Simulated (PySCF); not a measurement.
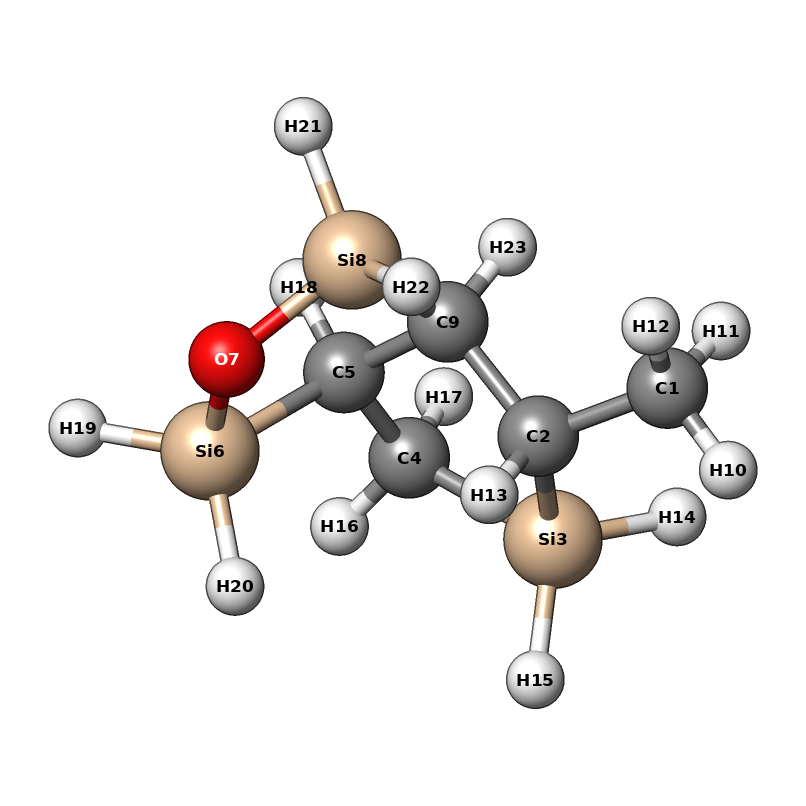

Every bond is drawn as one stick. The computed structure is the end point of a GFN2-xTB optimisation. No frequency run is at hand to confirm it as a minimum. Level of theory: PBE0/pcSseg-1 (PySCF 2.14.0).

List the Mayer bond orders of C1–C2, C2–Si3, C2–C9, Si3–C4, C4–C5, C5–Si6, C5–C9, Si6–O7, O7–Si8, Si8–C9 (bonds between heavy atoms, one of each equivalent set).

| bond | Mayer order | length (Å) |
| --- | --- | --- |
| C1–C2 | 1.05 | 1.523 |
| C2–Si3 | 0.87 | 1.910 |
| C2–C9 | 0.96 | 1.540 |
| Si3–C4 | 0.92 | 1.899 |
| C4–C5 | 1.00 | 1.534 |
| C5–Si6 | 0.87 | 1.910 |
| C5–C9 | 0.98 | 1.545 |
| Si6–O7 | 0.93 | 1.640 |
| O7–Si8 | 0.93 | 1.642 |
| Si8–C9 | 0.86 | 1.911 |

The geometry is semi-empirical. Around Si such bond lengths and angles can be off by a tenth of an ångström or more and by several degrees, and values that hang on the shape move with them.
